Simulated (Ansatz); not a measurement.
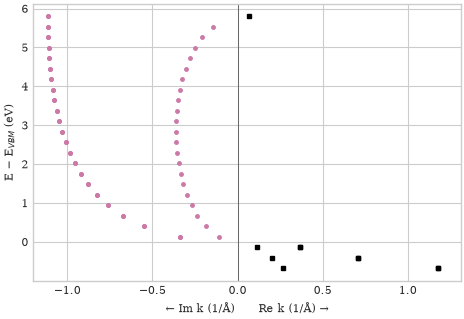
Complex bands at the centre of the two-dimensional zone; r2SCAN (Ansatz, a quantum-chemistry and plane-wave program)

No gap correction and no spin-orbit coupling; mid-gap is the computed energy nearest the middle.

### Question
This is MgO (Fm-3m, rock salt, 2 atoms a cell, 9.2 Å³ an atom) along the normal of (111). Read off the slowest decay at the centre of the two-dimensional zone at 2.83 eV, the computed energy nearest the middle of the gap.

### Answer
κ ≈ 0.36 1/Å, a decay length 1/(2κ) of the density of 1.4 Å.
